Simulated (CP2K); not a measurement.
# PM6 run of C2H4B2O (SMILES BC#CBO)

What is the energy difference between two shapes of C2H4B2O at PM6? 

The results are computed with CP2K 2026.2.

2 further runs of the same task are left out: 1 that didn't finish, 1 set aside as unsound or not needed.

**1. Starting point**

C2H4B2O has 9 atoms, charge 0, and is taken as a singlet. SMILES: `BC#CBO`. Geometry: relaxed at GFN2-xTB. This is one conformer, not always the lowest.

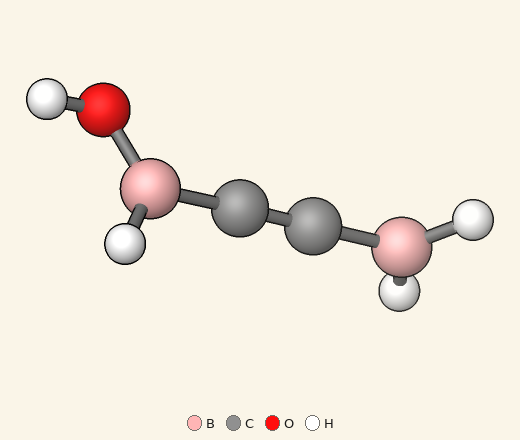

The structure, seen from a chosen angle (boron pink, carbon grey, oxygen red, hydrogen white).

**2. Energy and gradient at PM6**

molecule.inp

```
&GLOBAL
 PROJECT_NAME molecule
 RUN_TYPE ENERGY_FORCE
 PRINT_LEVEL MEDIUM
&END GLOBAL
&FORCE_EVAL
 METHOD QS
 &DFT
  &QS
   METHOD PM6
   EPS_DEFAULT 1.0E-10
   &SE
    &COULOMB
     CUTOFF [angstrom] 50
     RC_RANGE [angstrom] 0
    &END COULOMB
    &EXCHANGE
     CUTOFF [angstrom] 50
     RC_RANGE [angstrom] 0
    &END EXCHANGE
   &END SE
  &END QS
  &POISSON
   PERIODIC NONE
   POISSON_SOLVER ANALYTIC
  &END POISSON
  &SCF
   SCF_GUESS ATOMIC
   EPS_SCF 1.0E-06
   MAX_SCF 80
   ADDED_MOS 2
   &DIAGONALIZATION
    ALGORITHM STANDARD
   &END DIAGONALIZATION
   &MIXING
    METHOD DIRECT_P_MIXING
    ALPHA 0.4
   &END MIXING
  &END SCF
  &PRINT
   &MOMENTS
    PERIODIC F
    REFERENCE COM
    MAX_MOMENT 1
   &END MOMENTS
   &MO ON
    ENERGIES T
    OCCUPATION_NUMBERS T
    NDIGITS 6
    &EACH
     QS_SCF 0
    &END EACH
    ADD_LAST NUMERIC
   &END MO
   &HIRSHFELD OFF
   &END HIRSHFELD
  &END PRINT
 &END DFT
 &SUBSYS
  &CELL
   ABC 19.7 17.9 22.2
   PERIODIC NONE
  &END CELL
  &COORD
   B      1.061260    -0.240990     2.287470
   C      0.372330    -0.079490     0.977460
   C     -0.179740     0.039190    -0.103920
   B     -0.905840     0.222440    -1.420690
   O     -0.243550    -0.013750    -2.558760
   H      1.016680    -1.271930     2.839790
   H      1.640070     0.663610     2.751920
   H     -2.038040     0.571030    -1.396950
   H     -0.723180     0.109890    -3.376330
  &END COORD
  &TOPOLOGY
   &CENTER_COORDINATES
   &END CENTER_COORDINATES
  &END TOPOLOGY
 &END SUBSYS
 &PRINT
  &FORCES ON
  &END FORCES
 &END PRINT
&END FORCE_EVAL
```

Command:

```console
OMP_NUM_THREADS=1 cp2k.psmp -i molecule.inp > molecule.out 2>&1
```

Output:

```text
CP2K| version string:                                       CP2K version 2026.2
[...]
 GLOBAL| Method name                                                        CP2K
[...]
 GLOBAL| Run type                                                   ENERGY_FORCE
[...]
                             - Atoms:                                          9
[...]
                             - Spherical basis functions:                     24
[...]
 Number of electrons:                                                         24
[...]
     1 P_Mix/Diag. 0.40E+00    0.0     0.89601125       -19.4549895288 -1.95E+01
[...]
    17 DIIS/Diag.  0.20E-06    0.0     0.00000027       -25.7369237261 -2.07E-12
  *** SCF run converged in    17 steps ***
  Core-core repulsion energy [eV]:                           1302.25490872665659
  Core Hamiltonian energy [eV]:                             -1121.66101403826178
  Two-electron integral energy [eV]:                        -1761.86241097433344
  Electronic energy [eV]:                                   -2002.59221952542839
  Total energy [eV]:                                         -700.33731079877191
  Atomic reference energy [eV]:                               699.80172533084612
  Heat of formation [kcal/mol]:                               -12.35089527973044
[...]
 SE_DIPOLE| Moment [Debye]          1.36138954      -0.38361652       1.39182360
 SE_DIPOLE| Derivative [a.u.]       0.00000000       0.00000000       0.00000000
 ENERGY| Total FORCE_EVAL ( QS ) energy [hartree]            -25.736923726135302
 FORCES| Atomic forces [hartree/bohr]
 FORCES|   Atom     x               y               z               |f|
 FORCES|      1 -1.52489942E-04  9.11963382E-06  7.90275705E-04   8.04904988E-04
 FORCES|      2 -1.00590432E-02  1.66542809E-03 -1.91313570E-02   2.16787182E-02
 FORCES|      3  1.17187442E-02 -2.30460157E-03  1.09667056E-02   1.62144623E-02
 FORCES|      4 -1.54765906E-02  5.26381908E-03  2.53522042E-02   3.01656577E-02
 FORCES|      5  1.14224284E-02 -4.06164630E-03 -1.75827978E-02   2.13570509E-02
 FORCES|      6 -1.52191564E-03 -7.42182442E-03  1.65408307E-03   7.75472087E-03
 FORCES|      7  3.17176255E-03  7.18966769E-03  1.09510739E-03   7.93414516E-03
 FORCES|      8 -1.16282597E-03  3.48295876E-04 -1.23506149E-03   1.73171912E-03
 FORCES|      9  2.05993014E-03 -6.88258069E-04 -1.90915971E-03   2.89169537E-03
 FORCES| Sum     2.35922393E-16 -7.63278329E-17  3.78169718E-16
 FORCES| Total atomic force                                       4.52214163E-16
[...]
```

Run time: 0.22 s. Hardware: 1 thread of Arm Neoverse V2, shared host.

**3. The distorted shape, same level**

molecule.inp

```
&FORCE_EVAL
   METHOD Quickstep
   &DFT
      &QS
         METHOD PM6
         EPS_DEFAULT 1.0E-10
         &SE
            &COULOMB
               CUTOFF [angstrom] 50
               RC_RANGE [angstrom] 0
            &END COULOMB
            &EXCHANGE
               CUTOFF [angstrom] 50
               RC_RANGE [angstrom] 0
            &END EXCHANGE
         &END SE
      &END QS
      &POISSON
         PERIODIC NONE
         POISSON_SOLVER ANALYTIC
      &END POISSON
      &SCF
         SCF_GUESS ATOMIC
         EPS_SCF 1.0E-06
         MAX_SCF 80
         ADDED_MOS 2
         &DIAGONALIZATION
            ALGORITHM STANDARD
         &END DIAGONALIZATION
         &MIXING
            METHOD DIRECT_P_MIXING
            ALPHA 0.4
         &END MIXING
      &END SCF
      &PRINT
         &MOMENTS
            PERIODIC F
            REFERENCE COM
            MAX_MOMENT 1
         &END MOMENTS
         &MO ON
            ENERGIES T
            OCCUPATION_NUMBERS T
            NDIGITS 6
            &EACH
               QS_SCF 0
            &END EACH
            ADD_LAST NUMERIC
         &END MO
         &HIRSHFELD OFF
         &END HIRSHFELD
      &END PRINT
   &END DFT
   &SUBSYS
      &CELL
         ABC 19.6 17.9 22.2
         PERIODIC NONE
      &END CELL
      &COORD
         B      0.977233    -0.184506     2.260993
         C      0.374792    -0.142961     0.949830
         C     -0.248577    -0.005029    -0.208511
         B     -0.888558     0.140461    -1.408542
         O     -0.245024     0.055410    -2.438821
         H      1.046870    -1.225956     2.811049
         H      1.556580     0.714803     2.789912
         H     -2.003576     0.561321    -1.433645
         H     -0.705801     0.079875    -3.370196
      &END COORD
      &TOPOLOGY
         &CENTER_COORDINATES
         &END CENTER_COORDINATES
      &END TOPOLOGY
   &END SUBSYS
   &PRINT
      &FORCES ON
      &END FORCES
   &END PRINT
&END FORCE_EVAL
&GLOBAL
   PROJECT molecule
   RUN_TYPE ENERGY_FORCE
   PRINT_LEVEL MEDIUM
&END GLOBAL
```

Command:

```console
OMP_NUM_THREADS=1 cp2k.psmp -i molecule.inp > molecule.out 2>&1
```

Output:

```text
CP2K| version string:                                       CP2K version 2026.2
[...]
 GLOBAL| Method name                                                        CP2K
[...]
 GLOBAL| Run type                                                   ENERGY_FORCE
[...]
                             - Atoms:                                          9
[...]
                             - Spherical basis functions:                     24
[...]
 Number of electrons:                                                         24
[...]
     1 P_Mix/Diag. 0.40E+00    0.0     0.82830167       -19.3854014844 -1.94E+01
[...]
    18 DIIS/Diag.  0.23E-06    0.0     0.00000054       -25.6718103054 -1.37E-11
  *** SCF run converged in    18 steps ***
  Core-core repulsion energy [eV]:                           1325.42867620767765
  Core Hamiltonian energy [eV]:                             -1118.41732798358771
  Two-electron integral energy [eV]:                        -1811.15366547520352
  Electronic energy [eV]:                                   -2023.99416072118970
  Total energy [eV]:                                         -698.56548451351182
  Atomic reference energy [eV]:                               699.80172533084612
  Heat of formation [kcal/mol]:                                28.50839275860062
[...]
 SE_DIPOLE| Moment [Debye]          1.23510845      -0.10633931       1.85895811
 SE_DIPOLE| Derivative [a.u.]       0.00000000       0.00000000       0.00000000
 ENERGY| Total FORCE_EVAL ( QS ) energy [hartree]            -25.671810305421495
 FORCES| Atomic forces [hartree/bohr]
 FORCES|   Atom     x               y               z               |f|
 FORCES|      1  2.36606061E-02 -5.06597883E-03  2.44264670E-02   3.43822732E-02
 FORCES|      2 -9.23258851E-02  2.79617897E-02 -1.63460730E-01   1.89803428E-01
 FORCES|      3  1.42290408E-01 -3.70633757E-02  2.67169870E-01   3.04959003E-01
 FORCES|      4 -1.43837959E-01  4.12669221E-02  3.01223406E-02   1.52642303E-01
 FORCES|      5  7.30582507E-02 -2.19368310E-02 -1.83627680E-01   1.98841287E-01
 FORCES|      6 -4.54111821E-03 -4.40772482E-03  1.62776587E-03   6.53447889E-03
 FORCES|      7 -7.74329701E-03  1.46308221E-03 -7.44863165E-03   1.08434944E-02
 FORCES|      8 -8.82537300E-03 -4.48609463E-03  4.02880097E-03   1.06884747E-02
 FORCES|      9  1.82643677E-02  2.26821102E-03  2.71617979E-02   3.28099859E-02
 FORCES| Sum    -2.91433544E-16 -8.93382590E-17  1.73472348E-16
 FORCES| Total atomic force                                       3.50724237E-16
[...]
```

Wall time 0.22 s (1 thread of Arm Neoverse V2, shared host).

**4. Outcome**

At PM6:

| quantity | value |
| --- | --- |
| first shape: total energy | -25.73692 Eh |
| first shape: dipole moment | 1.98 D |
| first shape: HOMO energy | -10.21 eV |
| first shape: LUMO energy | -0.45 eV |
| first shape: HOMO–LUMO gap | 9.76 eV |
| first shape: heat of formation at this unrelaxed shape | -12.4 kcal/mol |
| first shape: largest force on an atom | 1.551 eV/Å |
| distorted shape: total energy | -25.67181 Eh |
| distorted shape: dipole moment | 2.23 D |
| distorted shape: HOMO energy | -9.81 eV |
| distorted shape: LUMO energy | -0.73 eV |
| distorted shape: HOMO–LUMO gap | 9.08 eV |
| distorted shape: heat of formation at this unrelaxed shape | 28.5 kcal/mol |
| distorted shape: largest force on an atom | 15.682 eV/Å |
| energy change with the atoms displaced | 1.772 eV |

**Reading.** With the atoms displaced the energy rises by 1.77 eV (171 kJ/mol). The first shape isn't relaxed at this level, so the change isn't measured from a minimum. The largest force (first shape) is 1.55 eV/Å: the shape isn't a stationary point for this species at this level.
